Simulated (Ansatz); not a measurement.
Start from Ga2O3 in the corundum structure (space group R-3c, No. 167; a = 4.9845 Å, c = 13.4410 Å (hexagonal axes)). Axes: x lies along a and z along c of the hexagonal cell.

Perturbation: a pure shear with ε_yz = ε_zy = 0.0261; the atoms relax in the strained cell.

Method: r2SCAN/PAW in Ansatz (a first-principles code), no spin-orbit coupling, earlier PAW set.

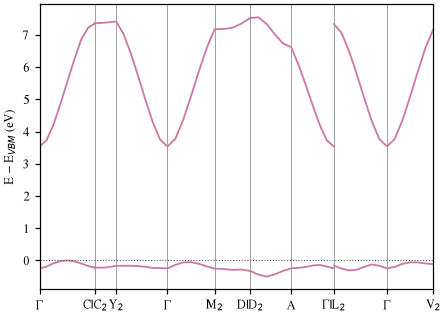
Fig. 1. Highest valence and lowest conduction band along the path of the changed cell's own zone

**Question.** Read the changed gap and its character from the plot.

**Answer.** About 3.5 eV, indirect, Γ–C (50 % along) → Γ.

No phonon test of stability was made. k-point labels follow each cell's own Brillouin zone.
